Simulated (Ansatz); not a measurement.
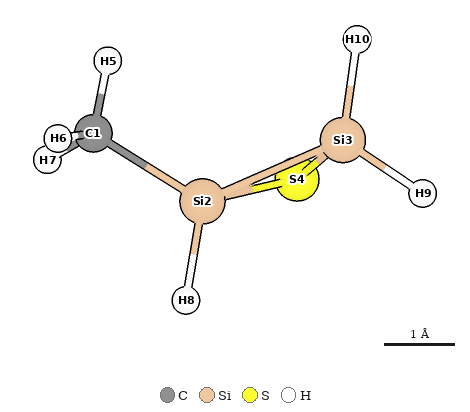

The input geometry (ball-and-stick view, seen at a tilt; atoms are numbered from 1 in the order of the input). Bond lengths as drawn: C–H 1.09 Å, C–Si 1.86 Å, H–Si 1.48 Å, Si–Si 2.25 Å and S–Si 2.15 to 2.16 Å.

## Run report: CH6SSi2, molecular dynamics (part 1 of 2)

The run: molecular dynamics of CH6SSi2, SMILES C[SiH]1[SiH2]S1. Method and program: RKS BLYP/def2-SVP (Ansatz 0.2.0).

The geometry comes from this level: PBE0-D4/def2-TZVP. Figures and captions count atoms from 1; the log counts them from 0 in places.

Input
```yaml
crystal:
  periodic: [false, false, false]
  atoms:
    - {symbol: C, position_ang: [-1.338860, 0.779629, -0.768621]}
    - {symbol: Si, position_ang: [-0.420209, -0.492294, 0.234959]}
    - {symbol: Si, position_ang: [1.740058, -0.316268, 0.822381]}
    - {symbol: S, position_ang: [1.114576, -1.600883, -0.791687]}
    - {symbol: H, position_ang: [-0.640980, 1.400579, -1.331969]}
    - {symbol: H, position_ang: [-1.933204, 1.421996, -0.113825]}
    - {symbol: H, position_ang: [-2.015148, 0.289108, -1.473055]}
    - {symbol: H, position_ang: [-1.336294, -1.346391, 1.031642]}
    - {symbol: H, position_ang: [2.330942, -1.018677, 1.986904]}
    - {symbol: H, position_ang: [2.582218, 0.832000, 0.406272]}
basis:
  gaussian: {orbitals: def2-SVP}
hamiltonian: {xc: {name: BLYP}}
md: {timestep: 0.5 fs, n_steps: 30, ensemble: nvt_nose_hoover, temperature: 500, initial_velocities: maxwell_boltzmann, seed: 150}
```

Command:
```bash
ansatz run in.yaml --threads 2 --pin off --events-out ev --progress --plain --max-ram 4352MiB
```

Log
```
Functional definition: BLYP
  name "BLYP"
  cite "Becke, Phys. Rev. A 38, 3098 (1988) doi:10.1103/PhysRevA.38.3098"
  cite "Lee, Yang & Parr, Phys. Rev. B 37, 785 (1988) doi:10.1103/PhysRevB.37.785"
  parameter beta = 0.0042
  parameter a = 0.04918
  parameter b = 0.132
  parameter c = 0.2533
  parameter d = 0.349
  exchange = b88_x(beta = beta)
  correlation = lyp_c(a = a, b = b, c = c, d = d)
1103 factors; their error is unknown
mean field evaluation 1: about -27708.0500 eV, gradient 5.5e1 eV
mean field evaluation 2: about -27697.6438 eV, gradient 7.6e1 eV
mean field evaluation 4: about -27715.6988 eV, gradient 5.4e0 eV
mean field evaluation 8: about -27715.8020 eV, gradient 1.5e-1 eV
mean field evaluation 16: about -27715.7130 eV, gradient 1.9e-4 eV
mean field -27715.71301011 eV, -1018.5336667365 hartree, gradient 6.2e-5 eV, S^2 0.000000; 0 other end points of the search recorded, 0 dependent functions left out
the calculation of the forces begins
reference -27715.71335590 eV, -1018.5336794442 hartree; 28, 28 occupied and 70, 70 virtual orbitals, 1103 factors
md step     0: t =     0.00 fs  T =   500.0 K  F+E_penalty+E_count = -27715.71301011 eV  E_kin = 0.517040 eV  conserved = -27715.19597011 eV  (27 SCF iters)
these checks for a lower state are left out or cut short: starts, cluster_reference, orbital_swaps, neighbouring_geometries, increment
1103 factors; their error is unknown
mean field -27715.70579895 eV, -1018.5334017311 hartree, gradient 1.6e-5 eV, S^2 0.000000; 0 other end points of the search recorded, 0 dependent functions left out
the calculation of the forces begins
reference -27715.70614576 eV, -1018.5334144761 hartree; 28, 28 occupied and 70, 70 virtual orbitals, 1103 factors
md step     1: t =     0.50 fs  T =   493.1 K  F+E_penalty+E_count = -27715.70579895 eV  E_kin = 0.509943 eV  conserved = -27715.19585624 eV  (30 SCF iters)
[... from here on the SCF iterations and repeated set-up lines of each step are left out, up to the last step ...]
md step     2: t =     1.00 fs  T =   470.5 K  F+E_penalty+E_count = -27715.68210574 eV  E_kin = 0.486538 eV  conserved = -27715.19556857 eV  (31 SCF iters)
md step     3: t =     1.50 fs  T =   436.2 K  F+E_penalty+E_count = -27715.64630280 eV  E_kin = 0.451094 eV  conserved = -27715.19521158 eV  (30 SCF iters)
md step     4: t =     2.00 fs  T =   395.5 K  F+E_penalty+E_count = -27715.60384127 eV  E_kin = 0.408950 eV  conserved = -27715.19489864 eV  (30 SCF iters)
md step     5: t =     2.50 fs  T =   352.9 K  F+E_penalty+E_count = -27715.55955895 eV  E_kin = 0.364882 eV  conserved = -27715.19469178 eV  (31 SCF iters)
md step     6: t =     3.00 fs  T =   311.5 K  F+E_penalty+E_count = -27715.51671383 eV  E_kin = 0.322157 eV  conserved = -27715.19458411 eV  (30 SCF iters)
md step     7: t =     3.50 fs  T =   273.3 K  F+E_penalty+E_count = -27715.47704753 eV  E_kin = 0.282569 eV  conserved = -27715.19452224 eV  (30 SCF iters)
md step     8: t =     4.00 fs  T =   239.0 K  F+E_penalty+E_count = -27715.44155838 eV  E_kin = 0.247170 eV  conserved = -27715.19445177 eV  (30 SCF iters)
md step     9: t =     4.50 fs  T =   209.9 K  F+E_penalty+E_count = -27715.41131582 eV  E_kin = 0.217053 eV  conserved = -27715.19435092 eV  (31 SCF iters)
md step    10: t =     5.00 fs  T =   187.3 K  F+E_penalty+E_count = -27715.38780592 eV  E_kin = 0.193684 eV  conserved = -27715.19423640 eV  (30 SCF iters)
md step    11: t =     5.50 fs  T =   172.8 K  F+E_penalty+E_count = -27715.37270903 eV  E_kin = 0.178708 eV  conserved = -27715.19414606 eV  (30 SCF iters)
md step    12: t =     6.00 fs  T =   167.7 K  F+E_penalty+E_count = -27715.36734020 eV  E_kin = 0.173401 eV  conserved = -27715.19411899 eV  (30 SCF iters)
md step    13: t =     6.50 fs  T =   172.2 K  F+E_penalty+E_count = -27715.37205997 eV  E_kin = 0.178100 eV  conserved = -27715.19417977 eV  (30 SCF iters)
md step    14: t =     7.00 fs  T =   185.5 K  F+E_penalty+E_count = -27715.38588910 eV  E_kin = 0.191823 eV  conserved = -27715.19433420 eV  (30 SCF iters)
md step    15: t =     7.50 fs  T =   205.2 K  F+E_penalty+E_count = -27715.40641932 eV  E_kin = 0.212178 eV  conserved = -27715.19456914 eV  (31 SCF iters)
md step    16: t =     8.00 fs  T =   227.8 K  F+E_penalty+E_count = -27715.43002068 eV  E_kin = 0.235563 eV  conserved = -27715.19485747 eV  (30 SCF iters)
md step    17: t =     8.50 fs  T =   249.1 K  F+E_penalty+E_count = -27715.45228411 eV  E_kin = 0.257610 eV  conserved = -27715.19516032 eV  (29 SCF iters)
md step    18: t =     9.00 fs  T =   264.8 K  F+E_penalty+E_count = -27715.46864158 eV  E_kin = 0.273799 eV  conserved = -27715.19542932 eV  (31 SCF iters)
md step    19: t =     9.50 fs  T =   271.0 K  F+E_penalty+E_count = -27715.47512467 eV  E_kin = 0.280210 eV  conserved = -27715.19561190 eV  (30 SCF iters)
md step    20: t =    10.00 fs  T =   265.3 K  F+E_penalty+E_count = -27715.46921663 eV  E_kin = 0.274381 eV  conserved = -27715.19565013 eV  (31 SCF iters)
md step    21: t =    10.50 fs  T =   247.7 K  F+E_penalty+E_count = -27715.45073476 eV  E_kin = 0.256172 eV  conserved = -27715.19549593 eV  (30 SCF iters)
md step    22: t =    11.00 fs  T =   220.9 K  F+E_penalty+E_count = -27715.42251992 eV  E_kin = 0.228430 eV  conserved = -27715.19513699 eV  (31 SCF iters)
md step    23: t =    11.50 fs  T =   190.6 K  F+E_penalty+E_count = -27715.39054918 eV  E_kin = 0.197077 eV  conserved = -27715.19462503 eV  (30 SCF iters)
md step    24: t =    12.00 fs  T =   164.6 K  F+E_penalty+E_count = -27715.36305273 eV  E_kin = 0.170214 eV  conserved = -27715.19408930 eV  (31 SCF iters)
md step    25: t =    12.50 fs  T =   151.0 K  F+E_penalty+E_count = -27715.34848326 eV  E_kin = 0.156119 eV  conserved = -27715.19370708 eV  (31 SCF iters)
md step    26: t =    13.00 fs  T =   155.3 K  F+E_penalty+E_count = -27715.35280374 eV  E_kin = 0.160611 eV  conserved = -27715.19363058 eV  (30 SCF iters)
md step    27: t =    13.50 fs  T =   178.7 K  F+E_penalty+E_count = -27715.37718561 eV  E_kin = 0.184826 eV  conserved = -27715.19390765 eV  (31 SCF iters)
md step    28: t =    14.00 fs  T =   217.1 K  F+E_penalty+E_count = -27715.41729938 eV  E_kin = 0.224537 eV  conserved = -27715.19444721 eV  (31 SCF iters)
md step    29: t =    14.50 fs  T =   262.5 K  F+E_penalty+E_count = -27715.46467920 eV  E_kin = 0.271472 eV  conserved = -27715.19506466 eV  (30 SCF iters)
these checks for a lower state are left out or cut short: starts, cluster_reference, orbital_swaps, neighbouring_geometries, increment
1103 factors; their error is unknown
mean field -27715.50951959 eV, -1018.5261885979 hartree, gradient 1.8e-5 eV, S^2 0.000000; 0 other end points of the search recorded, 0 dependent functions left out
the calculation of the forces begins
reference -27715.50986422 eV, -1018.5262012627 hartree; 28, 28 occupied and 70, 70 virtual orbitals, 1103 factors
1103 factors; their error is unknown
mean field evaluation 256: about -27715.5969 eV, gradient 7.0e-1 eV
mean field -27715.50951959 eV, -1018.5261885979 hartree, gradient 1.8e-5 eV, S^2 0.000000; 1 other end points of the search recorded, 0 dependent functions left out
the calculation of the forces begins
reference -27715.50986422 eV, -1018.5262012627 hartree; 28, 28 occupied and 70, 70 virtual orbitals, 1103 factors
md step    30: t =    15.00 fs  T =   305.6 K  F+E_penalty+E_count = -27715.50951959 eV  E_kin = 0.316019 eV  conserved = -27715.19556950 eV  (29 SCF iters)
```

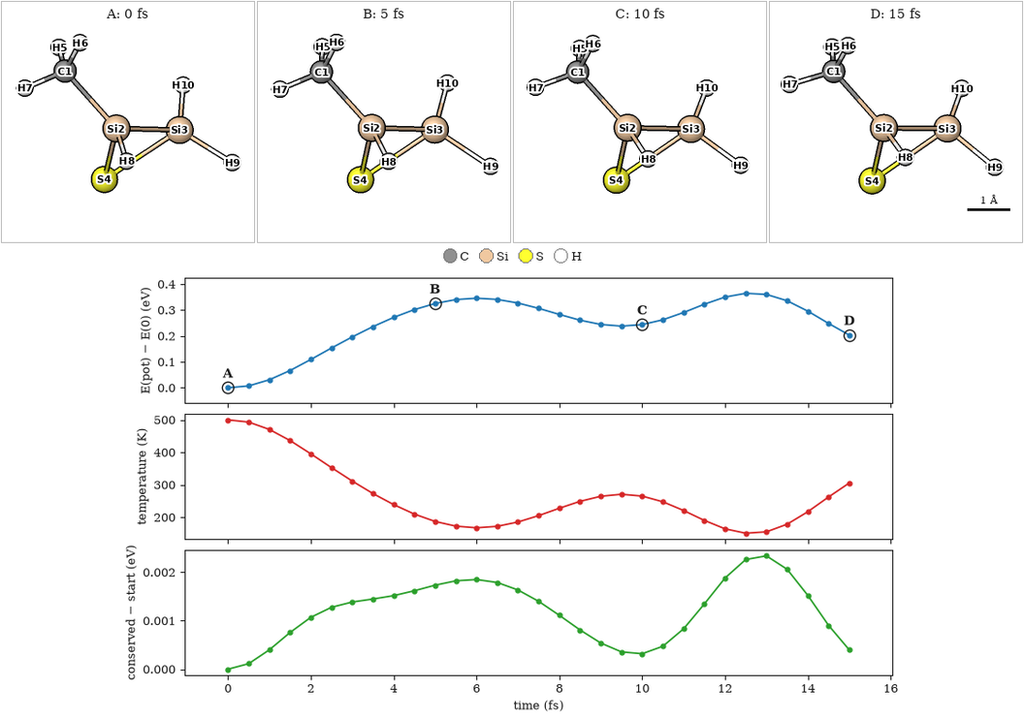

Frames of the molecular dynamics (ball-and-stick, seen at a tilt) above the curves, on which the letters mark them. The trajectory kept here has 31 frames over 15 fs. The temperature starts at 500 K, ranges from 151 to 500 K and averages 224 K over the second half. The potential energy ends 0.203 eV above its first value. The conserved quantity stays within 0.0023 eV. After an unweighted best fit of the last frame on the first, the root-mean-square displacement is 0.14 Å, and H8 has moved furthest (0.28 Å).

```
Total energy: -27715.50986422 eV, -1018.5262012627 hartree
Atom 0 at    -1.344540     0.773036    -0.742533 Å, force     0.481492     0.678420    -1.433911 eV/Å
Atom 1 at    -0.430991    -0.485432     0.225782 Å, force     0.617884    -0.542773     0.400084 eV/Å
Atom 2 at     1.730900    -0.285321     0.822063 Å, force    -0.092177    -0.560453     0.291217 eV/Å
Atom 3 at     1.122688    -1.630210    -0.803240 Å, force    -0.052205    -0.058235    -0.443842 eV/Å
Atom 4 at    -0.557810     1.422667    -1.230490 Å, force    -0.526857    -0.071194     0.475261 eV/Å
Atom 5 at    -1.986482     1.347614    -0.071101 Å, force    -0.343086     0.463949     0.122545 eV/Å
Atom 6 at    -1.918541     0.388604    -1.614426 Å, force    -0.186762    -0.187084     0.322618 eV/Å
Atom 7 at    -1.187099    -1.243356     1.235871 Å, force    -0.508448    -0.303065     0.120149 eV/Å
Atom 8 at     2.294479    -1.146718     1.865651 Å, force     0.100953    -0.269499     0.670006 eV/Å
Atom 9 at     2.708246     0.767706     0.641591 Å, force     0.509205     0.849932    -0.524128 eV/Å
Dipole moment:    -0.314692     0.387069     0.062196 e Å
```

Trajectory as extended XYZ (Å, eV, eV/Å), 31 frames, from step=0 to step=30
```
10
Properties=species:S:1:pos:R:3:forces:R:3 step=0 time_fs=0.0 energy=-27715.71301 temperature=500.0
C    -1.3389    0.7796   -0.7686    0.0228  -0.0164   0.0452
Si   -0.4202   -0.4923    0.2350   -0.3596   0.0376   0.3578
Si    1.7401   -0.3163    0.8224    0.2866   0.3000   0.4188
S     1.1146   -1.6009   -0.7917    0.2867  -0.7353  -0.8118
H    -0.6410    1.4006   -1.3320    0.3273   0.3231  -0.2971
H    -1.9332    1.4220   -0.1138   -0.3167   0.3382   0.3114
H    -2.0151    0.2891   -1.4731   -0.3552  -0.2302  -0.3649
H    -1.3363   -1.3464    1.0316   -0.1902  -0.1343   0.1539
H     2.3309   -1.0187    1.9869    0.1266  -0.1041   0.2326
H     2.5822    0.8320    0.4063    0.1716   0.2214  -0.0458
10
Properties=species:S:1:pos:R:3:forces:R:3 step=1 time_fs=0.5 energy=-27715.70580 temperature=493.1
C    -1.3388    0.7772   -0.7669    0.3295  -0.0464  -0.1802
Si   -0.4202   -0.4911    0.2332   -0.4170  -0.0944   0.5003
Si    1.7377   -0.3159    0.8210    0.6578   0.4122   0.6164
S     1.1146   -1.6012   -0.7911    0.2890  -0.7348  -0.8384
H    -0.6275    1.4049   -1.3149    0.1926   0.2027  -0.2889
H    -1.9257    1.4159   -0.1192   -0.5296   0.5371   0.5501
H    -2.0147    0.2872   -1.4695   -0.3491  -0.2186  -0.4430
H    -1.3308   -1.3474    1.0469   -0.1258  -0.0638   0.0740
H     2.3432   -1.0307    1.9933   -0.0156   0.0325   0.0030
H     2.6045    0.8439    0.4188   -0.0318  -0.0266   0.0067
10
Properties=species:S:1:pos:R:3:forces:R:3 step=2 time_fs=1.0 energy=-27715.68211 temperature=470.5
C    -1.3386    0.7747   -0.7652    0.5963  -0.0435  -0.4108
Si   -0.4202   -0.4899    0.2315   -0.4736  -0.2295   0.6459
Si    1.7355   -0.3155    0.8196    1.0099   0.5128   0.8037
S     1.1147   -1.6016   -0.7906    0.2902  -0.7332  -0.8625
H    -0.6135    1.4096   -1.2986    0.0335   0.0645  -0.2674
H    -1.9195    1.4110   -0.1233   -0.7067   0.6995   0.7474
H    -2.0150    0.2847   -1.4670   -0.3146  -0.1851  -0.4878
H    -1.3256   -1.3485    1.0623   -0.0605   0.0087  -0.0102
H     2.3554   -1.0427    1.9998   -0.1496   0.1595  -0.2056
H     2.6267    0.8558    0.4313   -0.2249  -0.2536   0.0472
10
Properties=species:S:1:pos:R:3:forces:R:3 step=3 time_fs=1.5 energy=-27715.64630 temperature=436.2
C    -1.3384    0.7723   -0.7636    0.7879   0.0053  -0.6121
Si   -0.4202   -0.4887    0.2298   -0.5253  -0.3642   0.7912
Si    1.7333   -0.3151    0.8184    1.3327   0.5990   0.9757
S     1.1147   -1.6020   -0.7902    0.2901  -0.7304  -0.8839
H    -0.5995    1.4145   -1.2829   -0.1363  -0.0786  -0.2420
H    -1.9149    1.4078   -0.1257   -0.8252   0.7998   0.8775
H    -2.0161    0.2817   -1.4657   -0.2531  -0.1305  -0.4983
H    -1.3206   -1.3497    1.0776    0.0024   0.0797  -0.0952
H     2.3672   -1.0542    2.0057   -0.2717   0.2727  -0.3871
H     2.6483    0.8670    0.4440   -0.4016  -0.4527   0.0743
10
Properties=species:S:1:pos:R:3:forces:R:3 step=4 time_fs=2.0 energy=-27715.60384 temperature=395.5
C    -1.3379    0.7698   -0.7621    0.8790   0.1099  -0.7554
Si   -0.4203   -0.4875    0.2282   -0.5691  -0.4956   0.9330
Si    1.7312   -0.3146    0.8172    1.6200   0.6695   1.1290
S     1.1148   -1.6025   -0.7898    0.2889  -0.7263  -0.9025
H    -0.5858    1.4193   -1.2677   -0.3034  -0.2147  -0.2206
H    -1.9124    1.4066   -0.1259   -0.8686   0.8195   0.9219
H    -2.0178    0.2785   -1.4655   -0.1686  -0.0578  -0.4770
H    -1.3156   -1.3506    1.0928    0.0597   0.1463  -0.1779
H     2.3784   -1.0652    2.0107   -0.3798   0.3697  -0.5389
H     2.6690    0.8772    0.4568   -0.5580  -0.6205   0.0885
10
Properties=species:S:1:pos:R:3:forces:R:3 step=5 time_fs=2.5 energy=-27715.55956 temperature=352.9
C    -1.3373    0.7674   -0.7607    0.8599   0.2716  -0.8242
Si   -0.4204   -0.4864    0.2266   -0.6025  -0.6209   1.0681
Si    1.7293   -0.3141    0.8161    1.8684   0.7245   1.2617
S     1.1149   -1.6030   -0.7895    0.2863  -0.7206  -0.9181
H    -0.5728    1.4235   -1.2531   -0.4567  -0.3343  -0.2085
H    -1.9119    1.4072   -0.1239   -0.8320   0.7522   0.8751
H    -2.0199    0.2751   -1.4665   -0.0675   0.0281  -0.4290
H    -1.3104   -1.3512    1.1075    0.1093   0.2061  -0.2556
H     2.3887   -1.0752    2.0145   -0.4727   0.4495  -0.6603
H     2.6883    0.8859    0.4698   -0.6923  -0.7562   0.0907
10
Properties=species:S:1:pos:R:3:forces:R:3 step=6 time_fs=3.0 energy=-27715.51671 temperature=311.5
C    -1.3365    0.7650   -0.7596    0.7374   0.4808  -0.8170
Si   -0.4206   -0.4853    0.2252   -0.6239  -0.7381   1.1942
Si    1.7276   -0.3135    0.8151    2.0769   0.7648   1.3730
S     1.1151   -1.6036   -0.7892    0.2823  -0.7131  -0.9306
H    -0.5609    1.4269   -1.2390   -0.5871  -0.4301  -0.2087
H    -1.9134    1.4097   -0.1198   -0.7231   0.6060   0.7461
H    -2.0222    0.2718   -1.4686    0.0426   0.1211  -0.3615
H    -1.3050   -1.3513    1.1216    0.1495   0.2573  -0.3261
H     2.3979   -1.0842    2.0166   -0.5504   0.5120  -0.7519
H     2.7060    0.8928    0.4831   -0.8041  -0.8605   0.0825
10
Properties=species:S:1:pos:R:3:forces:R:3 step=7 time_fs=3.5 energy=-27715.47705 temperature=273.3
C    -1.3356    0.7627   -0.7586    0.5317   0.7186  -0.7447
Si   -0.4208   -0.4843    0.2239   -0.6324  -0.8455   1.3089
Si    1.7260   -0.3128    0.8142    2.2455   0.7914   1.4626
S     1.1152   -1.6042   -0.7890    0.2770  -0.7038  -0.9401
H    -0.5504    1.4293   -1.2254   -0.6885  -0.4975  -0.2226
H    -1.9167    1.4137   -0.1139   -0.5599   0.4012   0.5556
H    -2.0243    0.2688   -1.4715    0.1538   0.2148  -0.2826
H    -1.2992   -1.3507    1.1349    0.1794   0.2985  -0.3874
H     2.4057   -1.0919    2.0169   -0.6128   0.5574  -0.8151
H     2.7218    0.8976    0.4965   -0.8937  -0.9350   0.0654
10
Properties=species:S:1:pos:R:3:forces:R:3 step=8 time_fs=4.0 energy=-27715.44156 temperature=239.0
C    -1.3346    0.7606   -0.7577    0.2698   0.9610  -0.6252
Si   -0.4211   -0.4833    0.2227   -0.6276  -0.9414   1.4102
Si    1.7246   -0.3121    0.8135    2.3748   0.8056   1.5302
S     1.1154   -1.6049   -0.7889    0.2703  -0.6924  -0.9464
H    -0.5416    1.4305   -1.2124   -0.7567  -0.5336  -0.2501
H    -1.9212    1.4186   -0.1067   -0.3655   0.1643   0.3299
H    -2.0261    0.2663   -1.4750    0.2586   0.3031  -0.2000
H    -1.2929   -1.3495    1.1473    0.1982   0.3289  -0.4381
H     2.4121   -1.0983    2.0153   -0.6604   0.5862  -0.8512
H     2.7354    0.9002    0.5101   -0.9615  -0.9816   0.0407
10
Properties=species:S:1:pos:R:3:forces:R:3 step=9 time_fs=4.5 energy=-27715.41132 temperature=209.9
C    -1.3335    0.7586   -0.7570   -0.0211   1.1850  -0.4776
Si   -0.4214   -0.4825    0.2216   -0.6093  -1.0248   1.4963
Si    1.7234   -0.3113    0.8129    2.4654   0.8086   1.5760
S     1.1156   -1.6056   -0.7889    0.2622  -0.6788  -0.9496
H    -0.5346    1.4304   -1.1999   -0.7890  -0.5372  -0.2905
H    -1.9267    1.4239   -0.0987   -0.1629  -0.0782   0.0952
H    -2.0273    0.2645   -1.4791    0.3506   0.3809  -0.1208
H    -1.2862   -1.3475    1.1587    0.2057   0.3478  -0.4771
H     2.4169   -1.1033    2.0117   -0.6934   0.5986  -0.8616
H     2.7468    0.9004    0.5238   -1.0083  -1.0017   0.0097
```
